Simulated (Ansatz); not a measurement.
The calculation's input:

```
crystal:
  periodic: [false, false, false]
  atoms:
    - {symbol: C, position_ang: [-0.011108, -1.290433, 0.863243]}
    - {symbol: S, position_ang: [1.374147, -0.758556, -0.210159]}
    - {symbol: Hf, position_ang: [0.136454, 1.203109, -0.869699]}
    - {symbol: F, position_ang: [-1.501595, 0.645009, -1.659709]}
    - {symbol: F, position_ang: [1.174545, 2.223593, -2.084770]}
    - {symbol: F, position_ang: [-0.286439, 2.206543, 0.690155]}
    - {symbol: H, position_ang: [-0.361827, -2.263302, 0.523919]}
    - {symbol: H, position_ang: [0.347358, -1.355739, 1.888839]}
    - {symbol: H, position_ang: [-0.871535, -0.610234, 0.858181]}
basis:
  gaussian: {orbitals: def2-TZVPP}
hamiltonian: {xc: pbe0, dispersion: d4}
output: {orbitals: {seedname: orbitals}}
```

Run with:

```sh
ansatz run in.yaml --threads 2 --pin off --events-out ev --progress --plain --max-ram 20480MiB --backend cpu
```

Geometry: PBE0-D4/def2-TZVP; core potentials replace the inner electrons of Hf.

Theory: Ansatz, RKS PBE0-D4/def2-TZVPP.

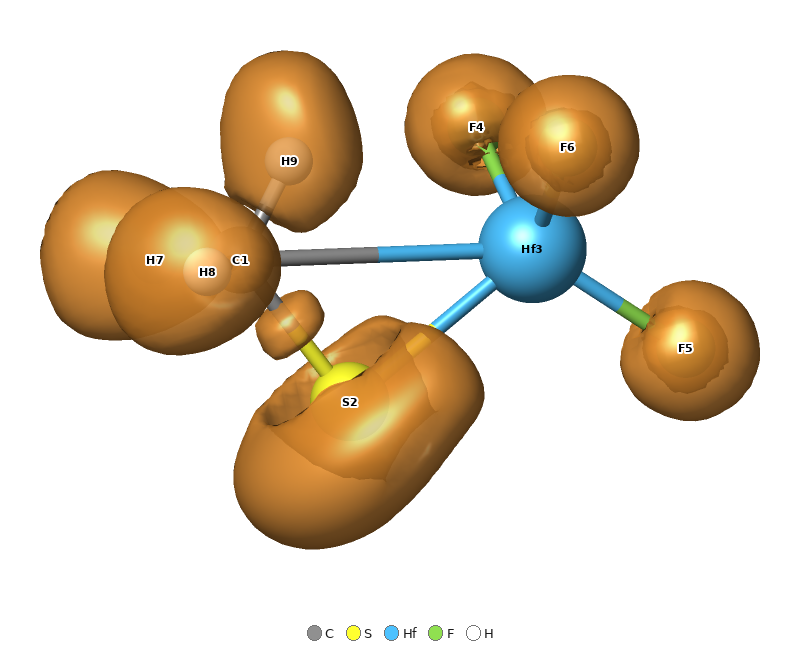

CH₃F₃HfS. Isosurface of the ELF at 0.8 (orange), seen at a tilt. Core shells and regions of very low density are left out.

Describe the localisation domains.

Answer. At this value the surface marks out one region between bonded C–S atoms (shared pairs), three regions around hydrogen nuclei, three regions wrapped around F (the valence shell of each) and one region wrapped around S (its valence shell). Along the contacts the grid gives the following. C–S (1.83 Å): the ELF peaks at about 0.90 between the atoms; a shared electron pair. Hf–F (1.90 Å): the ELF peaks at about 0.85 in the valence shell of F, 0.5 Å from its nucleus, and drops to about 0.20 between the two atoms.
